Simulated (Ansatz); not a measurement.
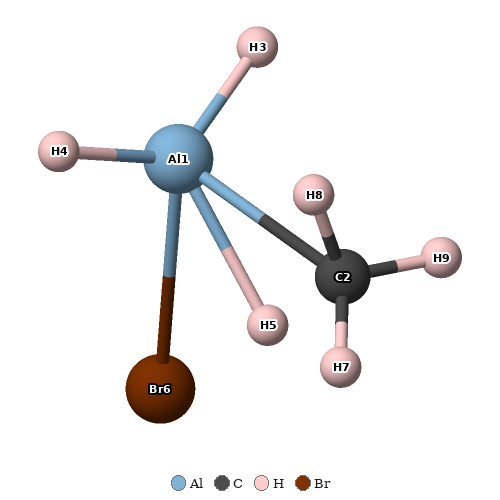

The system is the reacting system CH6AlBr (fragments CH₅Al + BrH where the first distance is long, AlBrH₂ + CH₄ where the second is long); the picture shows the reference structure. Coordinates scanned: (1) distance Al1–Br6 (bond that forms); (2) distance Al1–C2 (bond that breaks). Relaxed at each point: all other coordinates. The scan uses a 7 × 7 grid. Points are written as (first, second). Energies are in kJ/mol, from the lowest grid point. Energies and slopes of some neighbouring points disagree (a jump in structure or state, or too coarse a mesh). The reference is spin-restricted, so regions where a bond is pulled apart into radicals lie too high. Level of theory: Ansatz, RKS r2SCAN-D4/def2-SVP.

Its coordinates:

```csv
atom,x (Å),y (Å),z (Å)
Al,-1.2409,0.1835,0.0066
C,1.0431,0.2635,-0.1691
H,-1.7027,0.1815,-1.4955
H,-1.6423,1.1101,1.2111
H,0.3407,-0.8426,0.2968
Br,-0.7140,-2.4232,0.9151
H,1.8399,0.2390,0.5860
H,0.6665,1.3059,-0.1876
H,1.4097,-0.0177,-1.1634
```

Range: distance Al1–Br6 (bond that forms) from 2.169 to 3.969 Å; distance Al1–C2 (bond that breaks) from 1.773 to 3.573 Å.

Question: Predict the map.

Answer: The lowest grid point is at (2.361 Å, 2.857 Å). Other grid points that lie below all their neighbours: (3.602 Å, 1.965 Å) (168 kJ/mol higher). The highest grid point, (3.969 Å, 3.573 Å), lies 337 kJ/mol above the lowest.

```tsv
second ↓, first →	2.169	2.361	2.625	2.926	3.253	3.602	3.969
3.573	9	7	55	130	208	279	337
3.206	6	3	50	124	202	271	328
2.857	5	0	44	115	191	259	317
2.530	9	1	41	109	181	246	281
2.229	32	20	55	117	183	243	208
1.965	84	70	104	158	214	168	174
1.773	181	164	192	239	192	200	206
```

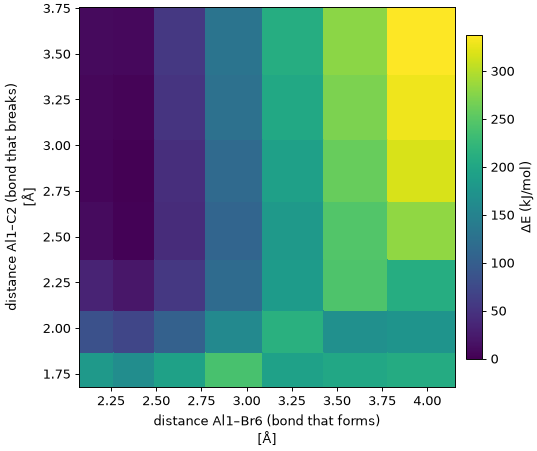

Drawn: one coloured cell a grid point.

Each point was launched as `ansatz run input.yaml --threads 1 --pin off --max-ram 2560MiB --backend cpu --events-out ev --progress --plain --runs-dir out`. The whole map (49 points run) took 28 min on 1 thread of Arm Neoverse V1 (shared host).
